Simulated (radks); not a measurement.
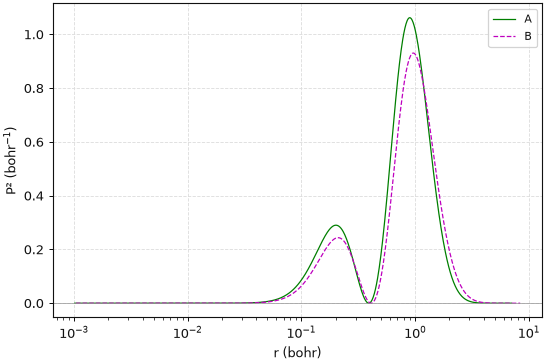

Two nuclei with the same 47 electrons, [Kr] 4d10 5s1, were computed: Z = 48.2 with 47 electrons; Z = 49.6 with 47 electrons. Method: Dirac Kohn-Sham, PBE, spin-unpolarised, spherical densities, point nucleus; computed with the in-house radial solver radks.

The plot shows P² of the 4d3/2 orbital in both runs (large components where relativistic).

**Assign A and B.**

A is Z = 49.6 with 47 electrons (⟨r⟩ = 1.10 bohr, eigenvalue −47.9 eV); B is Z = 48.2 with 47 electrons (⟨r⟩ = 1.24 bohr, eigenvalue −23.9 eV). The larger nuclear charge pulls the orbital in.
